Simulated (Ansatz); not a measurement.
## Electronic structure of O₅W₃ in real space

Input file:

```
crystal:
  periodic: [false, false, false]
  atoms:
    - {symbol: W, position_ang: [0.124315, 1.290720, 0.466069]}
    - {symbol: W, position_ang: [-0.541605, -1.006651, 1.265247]}
    - {symbol: W, position_ang: [0.250128, -0.766685, -1.117111]}
    - {symbol: O, position_ang: [0.371475, 0.304262, 2.225254]}
    - {symbol: O, position_ang: [1.352936, 0.824108, -0.963291]}
    - {symbol: O, position_ang: [-0.939839, -0.869410, -2.354219]}
    - {symbol: O, position_ang: [-1.140988, 2.418481, 0.175870]}
    - {symbol: O, position_ang: [0.523589, -2.194836, 0.302181]}
basis:
  gaussian: {orbitals: def2-TZVP, initial_orbitals: start.molden}
hamiltonian: {xc: pbe0, dispersion: d4}
scf: {omitted_lower_state_checks: [starts]}
output: {orbitals: {seedname: orbitals}}
```

Command:

```sh
ansatz run in.yaml --threads 4 --pin off --events-out ev --progress --plain --max-ram 4787MiB
```

Geometry: r2SCAN-D4/def2-SVP; core potentials replace the inner electrons of W.

All numbers below come from RKS PBE0-D4/def2-TZVP in Ansatz.

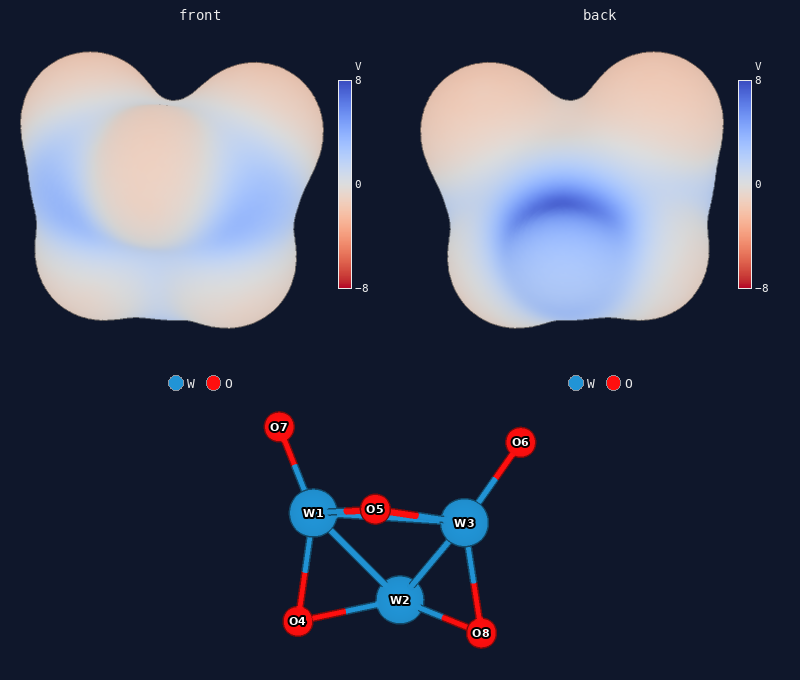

Figure 1. The molecular electrostatic potential painted on the density surface at 0.002 e/bohr³, seen from the front and from behind; the colour scale runs from red (negative) to blue (positive). The bare structure is drawn below in the same view.

Which sites attract a positive test charge, and which a negative one?

A positive charge is drawn to the negative regions and a negative charge to the positive ones. The most negative region (about −1.7 V, or −39 kcal/mol for a unit charge) lies over O6 and O7, the most positive (about +6.6 V, or +152 kcal/mol for a unit charge) over W2.

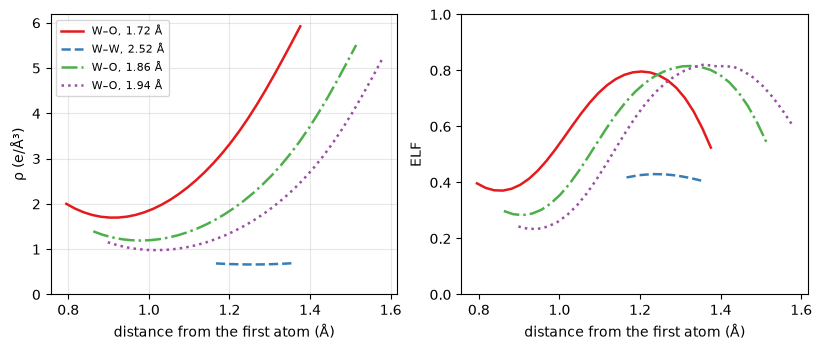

Figure 2. Electron density and ELF along straight lines between neighbouring atoms. The curves leave out the atomic cores.

What can be read from the curves?

W–O (1.72 Å): ρ at the midpoint is about 1.8 e/Å³; the ELF peaks at about 0.80 in the valence shell of O, 0.5 Å from its nucleus, and drops to about 0.35 between the two atoms.
W–W (2.52 Å): the density is about 0.66 e/Å³ at the midpoint; the ELF is about 0.45 at the midpoint.
W–O (1.86 Å): the density is about 1.2 e/Å³ at the midpoint; the ELF peaks at about 0.80 in the valence shell of O, 0.5 Å from its nucleus, and drops to about 0.30 between the two atoms.
W–O (1.94 Å): the density is about 1 e/Å³ at the midpoint; the ELF peaks at about 0.80 in the valence shell of O, 0.6 Å from its nucleus, and drops to about 0.25 between the two atoms.

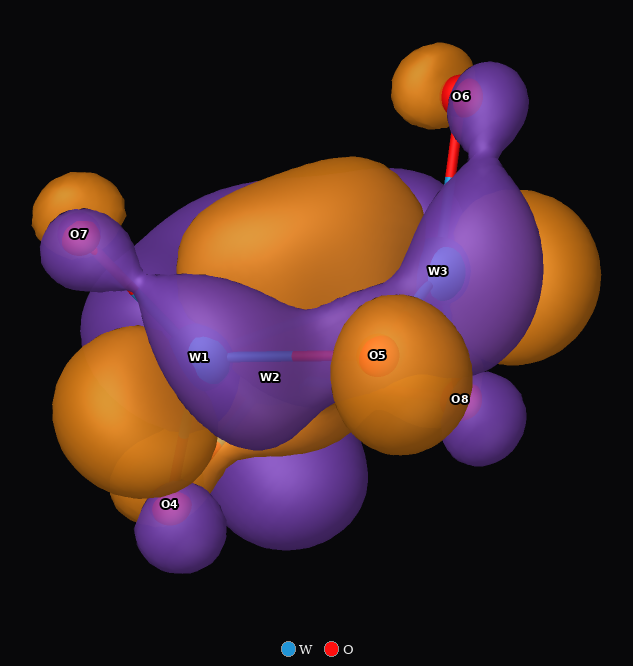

Figure 3. The HOMO at ±0.08 Å⁻³ᐟ² (orange and purple are the two phases), seen at an oblique angle.

Where does this orbital lie, and at what energy?

It lies mainly on W1 (about 30 %), W3 (about 30 %), W2 (about 25 %) and O5 (about 10 %). Its energy is −6.40 eV.
